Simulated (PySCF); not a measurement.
# ClH3O3Zr, SMILES `O[Zr](O)(O)Cl`: electronic structure

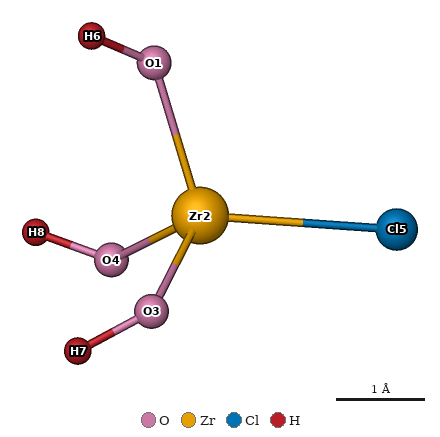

The molecule, with its atoms numbered as below. No frequency check shows the geometry to be a minimum.

Geometry (Å), atoms numbered from 1:

```
O1       0.9155    1.5694   -0.7288
Zr2      0.2043    0.0004   -0.0004
O3       0.9148   -1.4178   -0.9935
O4       0.9099   -0.1535    1.7258
Cl5     -2.0759    0.0001   -0.0013
H6       1.7359    1.7082   -1.2172
H7       1.7338   -1.9121   -0.8674
H8       1.7288    0.2010    2.0930
```

Part 1: Bonding charge

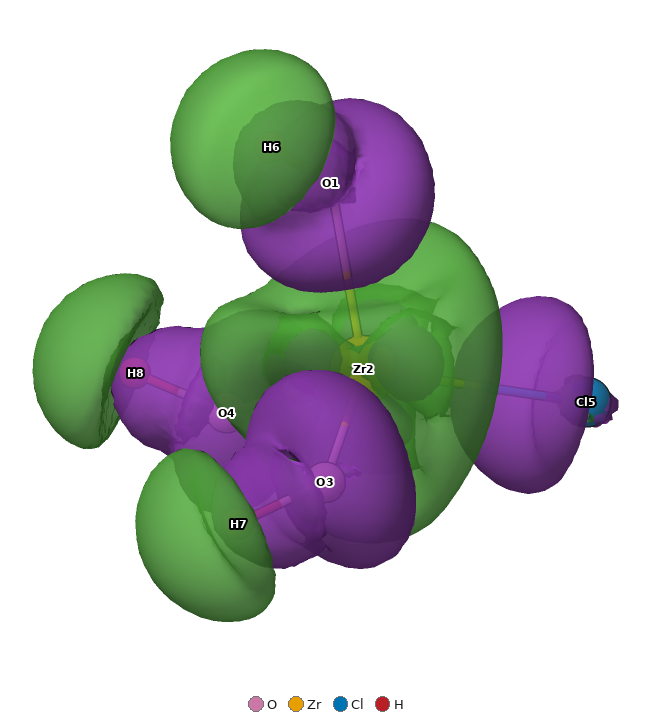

Deformation density (molecule less spherical, spin-averaged free atoms at the same positions), surfaces at ±0.04 e/Å³; purple: gain, green: loss.

PySCF calculation, PBE/def2-TZVP, gas phase; geometry: GFN2-xTB. Core potentials replace the inner electrons of Zr; spin–orbit coupling isn't included. This is a single-reference result, which may miss multireference character in this system.

How much density has each bond gained at its critical point, relative to the free atoms?

Answer. O1–Zr2, Zr2–O4 and Zr2–O3: +0.10 e/Å³ at the bond critical point (bond length 1.87 Å, Mayer order 1.1); up to 0.6 Å beside the axis the gain reaches +0.32 e/Å³. Zr2–Cl5: +0.09 e/Å³ at the bond critical point (bond length 2.28 Å, Mayer order 1.0). In all, 2.0 electrons gather in the regions of gain relative to the promolecule. A small or negative value marks a very polar bond, one between electron-rich atoms, whose free-atom densities already overlap strongly, a long bond to a heavier atom, or a closed-shell contact such as a hydrogen bond.

Where do the Hirshfeld charges lie?

Answer. The highest Hirshfeld charge is on Zr2 (+0.69 e), the lowest on O1, O3 and O4 (−0.33 e).

Part 2: Bond critical points

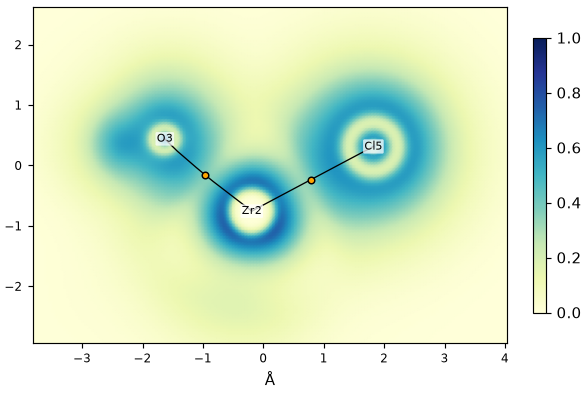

Localised orbital locator (LOL) in the plane of Zr2, O3 and Cl5, with bond paths and bond critical points (dots).

What values does LOL take at the bond critical points in this plane?

Answer. Zr2–Cl5: about 0.38; Zr2–O3: about 0.37. Values above 0.5 mark slow, localised electrons, as in shared pairs; low values at a critical point mark a polar or closed-shell contact whose critical point lies between the shells.

Part 3: Electrostatic potential

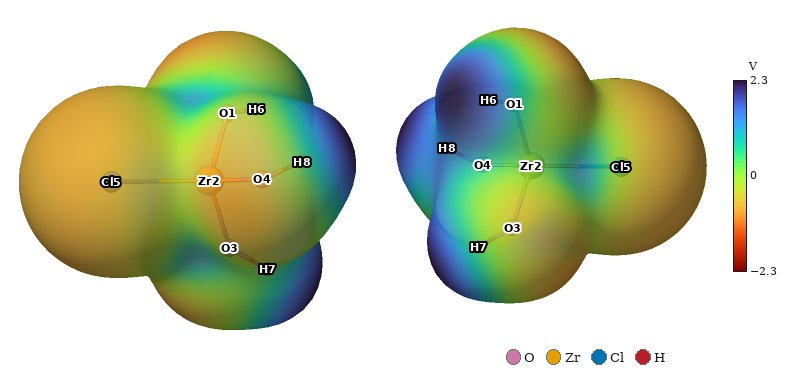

Electrostatic potential on the surface of electron density 0.001 a.u. (back view left, front view right).

Where are the extremes of the potential on the surface?

Answer. Highest: 2.25 V, 1.2 Å from H6, and at like points elsewhere. Further maxima include 1.23 V, off the Zr2–O3 bond (2.1 to 2.3 Å from its atoms). Lowest: −0.94 V, 1.9 Å from O3, and at like points elsewhere. Further minima include −0.79 V, 2.1 Å from Cl5, and at like points elsewhere. The surface is sampled at points, so like sites can differ by a few per cent and only the strongest of them is named.

Part 4: In an electric field

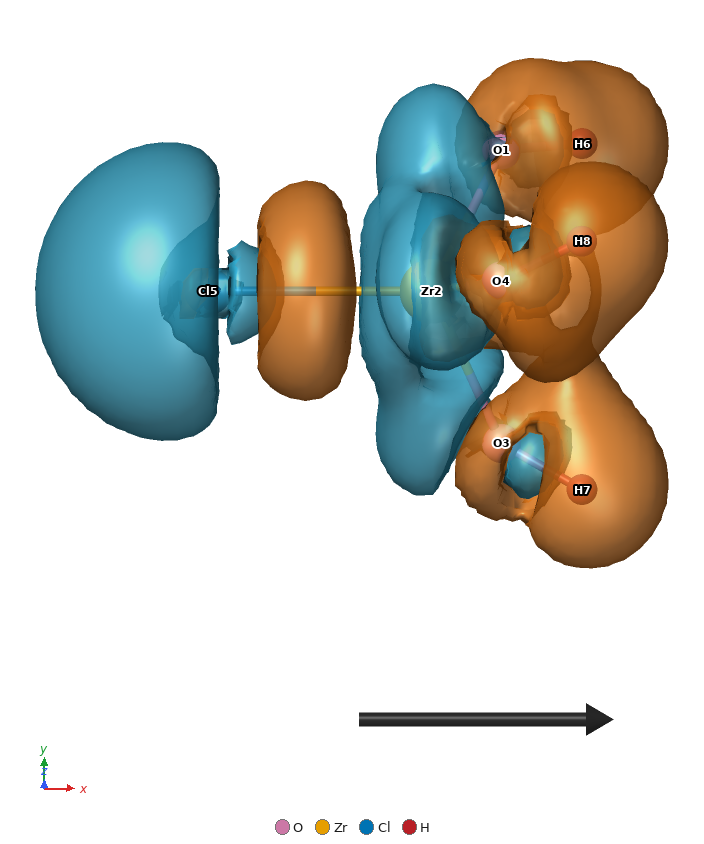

Change of the electron density in a uniform field of 0.21 V/Å along +x (arrow), surfaces at ±0.001 e/Å³ (light blue: gain, orange: loss).

Computed with PySCF, PBE/def2-TZVP, geometry: GFN2-xTB. Core potentials replace the inner electrons of Zr; spin–orbit coupling isn't included. This is a single-reference result, which may miss multireference character in this system. A basis without diffuse functions makes polarisabilities too small.

What dipole is induced, and what polarisability does it imply?

Answer. The induced dipole is 0.72 D (along the field); α along this axis, from the fields in both directions, is 71 bohr³ (10.6 Å³).

Which atoms gain and lose the most charge?

Answer. Electrons gather most on Cl5 (Hirshfeld charge changes by −0.024 e) and leave H6, H7 and H8 alike most (+0.006 e); 0.057 electrons are displaced in all.

The PySCF runs shown took 33 s and 81 s on 1 thread of Arm Neoverse V1, on a shared host.
